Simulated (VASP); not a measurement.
Band structure of NdNiAs (space group P-6m2). Calculation: PBEsol GGA, VASP's PBE PAW potentials (set 64) (plane waves; VASP 6.6.1).

The 4f electrons are frozen in the core of the lanthanide potential, so 4f levels, which can set the real gap, and their magnetism are missing.

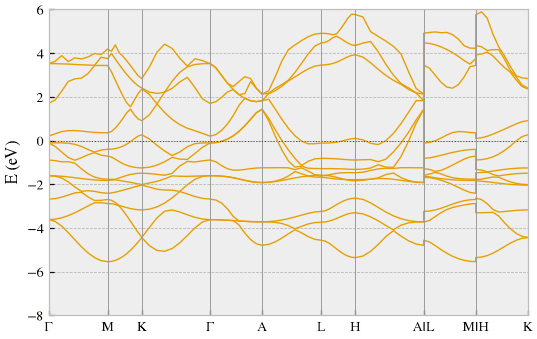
Fig. 1. Bands along high-symmetry lines, zero at the valence-band maximum or, without a gap, the Fermi level

Problem. Read the plot: is there a gap, and where are the band edges?

Solution. It has no gap at this level: it comes out as a metal or semimetal. (Edges off the drawn lines would not show.)

The structure comes from a computed database's NdNiAs entry (P-6m2); how it stands against other phases isn't given here. It was relaxed first. The run is not spin-polarised, so no magnetic state was tried.
